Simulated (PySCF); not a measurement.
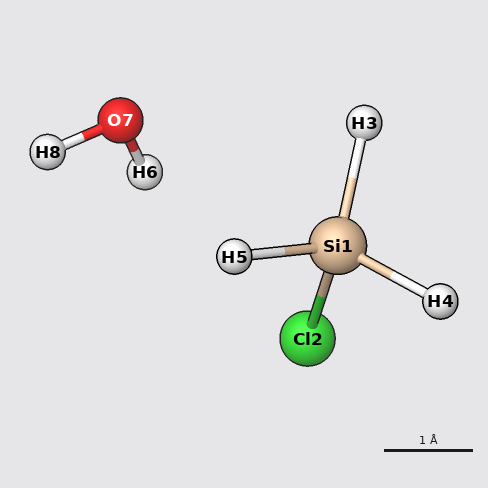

Numbered structure. The geometry was computed by an optimisation with PBE0-D4/def2-TZVP. No frequency run is at hand to confirm it as a minimum.

List the bonds and their lengths.

```csv
bond,length (Å)
Si1–Cl2,2.070
Si1–H3,1.476
Si1–H4,1.483
Si1–H5,1.478
H6–O7,0.962
O7–H8,0.960
```
